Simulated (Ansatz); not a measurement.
# AgCl (silver chloride): a line through the functionals

AgCl has 2 atoms, charge 0, and is taken as a singlet. As SMILES, `[Cl][Ag]`. The shape is that of a PBE0-D4/def2-TZVP optimisation.

The vertical energy of the triplet above the singlet y, in eV, basis def2-TZVPP with a core potential; a is the functional's share of exact exchange. Programs: Ansatz 0.2.0.

| functional | program | a | y (eV) |
| --- | --- | --- | --- |
| revPBE | Ansatz | 0 | 2.78 |
| r2SCAN | Ansatz | 0 | 2.76 |
| B3LYP | Ansatz | 0.2 | ? |
| PBE0 | Ansatz | 0.25 | 3.01 |
| BHLYP | Ansatz | 0.5 | 3.17 |

Question: Fit y = c + s·a to the known rows and predict B3LYP.

Answer: 
1. Means of the 4 rows: a = 0.1875, y = 2.930.
2. Σ(Δa)² = 0.17188, Σ(Δa·Δy) = 0.14, so the slope is 0.14/0.17188 = 0.81452.
3. Intercept: 2.930 − (0.81452) × 0.1875 = 2.777. The largest residual of the fit is 0.029.
4. B3LYP: 2.777 + (0.81452) × 0.2 = 2.94 eV.

The run gave 2.95 eV, so the prediction is off by -0.01 eV, within the scatter of the fit. Spin-orbit coupling is left out.

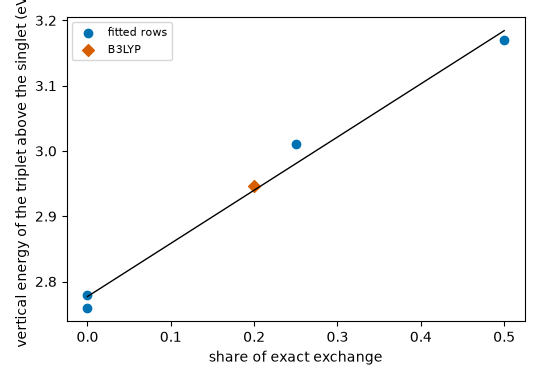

The fitted line, with the withheld row.
